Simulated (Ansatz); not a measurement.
# CH5BN (SMILES B[N]C): UPBE0/def2-SVPD

Aim: the vertical doublet–quartet gap of CH5BN at UPBE0/def2-SVPD, from 2 runs. 

The calculation is run with Ansatz 0.2.0.

61 further runs of the same task are left out: 61 set aside as unsound or not needed.

## 1. The molecule

The species is CH5BN (8 atoms), meant as a doublet with charge 0. SMILES: `B[N]C`. The coordinates come from a PBE0-D4/def2-TZVP relaxation.

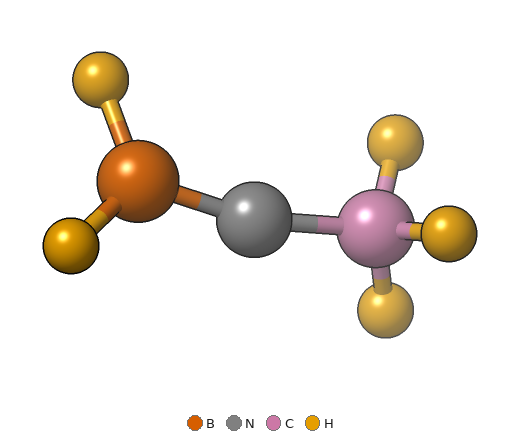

The structure, seen from a chosen angle (boron orange, nitrogen grey, carbon pink, hydrogen amber).

## 2. The energy at UPBE0/def2-SVPD

The input, input.yaml:

```yaml
crystal:
  periodic: [false, false, false]
  atoms:
    - {symbol: B, position_ang: [-0.373900, 1.096100, -0.965000]}
    - {symbol: N, position_ang: [0.058500, 0.275600, -0.008700]}
    - {symbol: C, position_ang: [0.339600, -0.835900, 0.776800]}
    - {symbol: H, position_ang: [-1.007800, 0.632300, -1.885400]}
    - {symbol: H, position_ang: [-0.143000, 2.276400, -0.921600]}
    - {symbol: H, position_ang: [-0.096400, -0.755000, 1.778600]}
    - {symbol: H, position_ang: [1.416200, -1.018200, 0.865300]}
    - {symbol: H, position_ang: [-0.101000, -1.728600, 0.304400]}
basis:
  gaussian: {orbitals: def2-SVPD}
magnetization: {spin_polarized: true, initial_magnetization: 1}
hamiltonian: {xc: {name: PBE0}}
accuracy: high
output: {orbitals: {seedname: orbitals}}
```

On the command line:

```sh
$ ansatz run input.yaml --threads 1 --pin off --max-ram 3480MiB --events-out events.jsonl --progress --plain --runs-dir runs
```

Log:

```text
Warning: RAYON_NUM_THREADS=1 ignored (pool sized by the plan → 1); use --threads N
Functional definition: PBE0
  name "PBE0"
  parameter a = 0.25
  parameter kappa = 0.804
  parameter beta = 0.06672455060314922
  exchange = (1 - a)*pbe_x(kappa = kappa, mu = beta*pi^2/3) + a*exact_x
  correlation = pbe_c(beta = beta)
2079 factors; integrals over basis functions are off by at most 3.1e-9 eV
mean field evaluation 1: about -3273.2702 eV, gradient 2.7e1 eV
mean field evaluation 2: about -3269.8476 eV, gradient 3.8e1 eV
mean field evaluation 4: about -3277.0326 eV, gradient 1.5e0 eV
mean field evaluation 8: about -3277.1467 eV, gradient 6.5e-2 eV
mean field evaluation 16: about -3277.1468 eV, gradient 2.0e-4 eV
mean field -3277.14676165 eV, -120.4329221607 hartree, gradient 4.0e-8 eV, S^2 0.759197; 0 other end points of the search recorded, 0 dependent functions left out
reference -3277.14676472 eV, -120.4329222736 hartree; 12, 11 occupied and 88, 89 virtual orbitals, 2079 factors
Total energy: -3277.14676472 eV, -120.4329222736 hartree
```

Wall time 19 s (1 thread of Arm Neoverse N1, shared host); peak memory 0.38 GiB.

## 3. The quartet at the same level

The input, in.yaml:

```yaml
crystal:
  periodic: [false, false, false]
  atoms:
    - {symbol: B, position_ang: [-0.373900, 1.096100, -0.965000]}
    - {symbol: "N", position_ang: [0.058500, 0.275600, -0.008700]}
    - {symbol: C, position_ang: [0.339600, -0.835900, 0.776800]}
    - {symbol: H, position_ang: [-1.007800, 0.632300, -1.885400]}
    - {symbol: H, position_ang: [-0.143000, 2.276400, -0.921600]}
    - {symbol: H, position_ang: [-0.096400, -0.755000, 1.778600]}
    - {symbol: H, position_ang: [1.416200, -1.018200, 0.865300]}
    - {symbol: H, position_ang: [-0.101000, -1.728600, 0.304400]}
basis:
  gaussian: {orbitals: def2-SVPD}
magnetization: {spin_polarized: true, initial_magnetization: 3}
hamiltonian: {xc: pbe0}
accuracy: high
output: {orbitals: {seedname: orbitals}}
```

On the command line:

```sh
$ ansatz run in.yaml --threads 1 --pin off --max-ram 3480MiB --events-out events.jsonl --progress --plain --runs-dir runs
```

Log:

```text
Warning: RAYON_NUM_THREADS=1 ignored (pool sized by the plan → 1); use --threads N
[... 7 set-up lines as earlier in the session ...]
2079 factors; integrals over basis functions are off by at most 3.1e-9 eV
mean field evaluation 1: about -3268.7125 eV, gradient 2.2e1 eV
mean field evaluation 2: about -3264.7278 eV, gradient 2.7e1 eV
mean field evaluation 4: about -3271.6346 eV, gradient 3.4e0 eV
mean field evaluation 8: about -3271.8567 eV, gradient 1.6e-1 eV
mean field evaluation 16: about -3271.8569 eV, gradient 4.9e-5 eV
mean field -3271.85692421 eV, -120.2385242203 hartree, gradient 8.8e-8 eV, S^2 3.762344; 0 other end points of the search recorded, 0 dependent functions left out
reference -3271.85692722 eV, -120.2385243312 hartree; 13, 10 occupied and 87, 90 virtual orbitals, 2079 factors
Total energy: -3271.85692722 eV, -120.2385243312 hartree
```

Wall time 20 s (1 thread of Arm Neoverse N1, shared host); peak memory 0.38 GiB.

## 4. Outcome

At UPBE0/def2-SVPD:

| quantity | value |
| --- | --- |
| doublet: total energy | -120.43292 Eh |
| doublet: HOMO energy (highest over α and β) | -7.15 eV |
| doublet: LUMO energy (lowest over α and β) | -2.68 eV |
| doublet: ⟨S²⟩ | 0.759 |
| quartet: total energy | -120.23852 Eh |
| quartet: HOMO energy (highest over α and β) | -2.51 eV |
| quartet: ⟨S²⟩ | 3.762 |
| vertical energy of the quartet above the doublet | 5.290 eV |

In words: At this shape the quartet lies 5.29 eV (122 kcal/mol) above the doublet.
